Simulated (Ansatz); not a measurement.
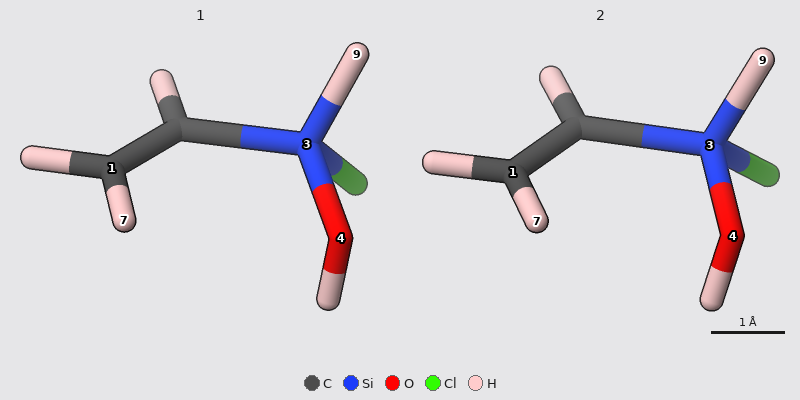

Two geometries of C2H5ClOSi (coarse preliminary run), drawn at one scale. One is the start of a relaxation, the other its converged end. A stick model, seen from a free direction.

Theory: RKS PBE-D4/def2-SVP (Ansatz). (force threshold 0.03 eV/Å; at most 200 steps)

Which one is relaxed?

Answer. Structure 2 is the relaxed one. The start comes from a force field. After 8 geometry steps the energy has fallen by 42.0 kJ/mol. Largest force component: 5 eV/Å at the start, 0.017 eV/Å at the end. An H atom moves most after the best rigid fit: 0.28 Å. Largest moves by element: H 0.28 Å, Cl 0.25 Å, O 0.13 Å, Si 0.13 Å, C 0.09 Å. Among the contacts that change: C–C 1.275 → 1.349 Å, C–Si 1.807 → 1.868 Å, Cl–Si 2.061 → 2.092 Å, C–H 1.080 → 1.106 Å. Bond angles that change, for instance: O–Si–Cl 101.4° → 111.1°, O–Si–H 113.3° → 105.4°, Si–C–H 112.7° → 119.6°. The run took about 30 core-seconds on a shared host.
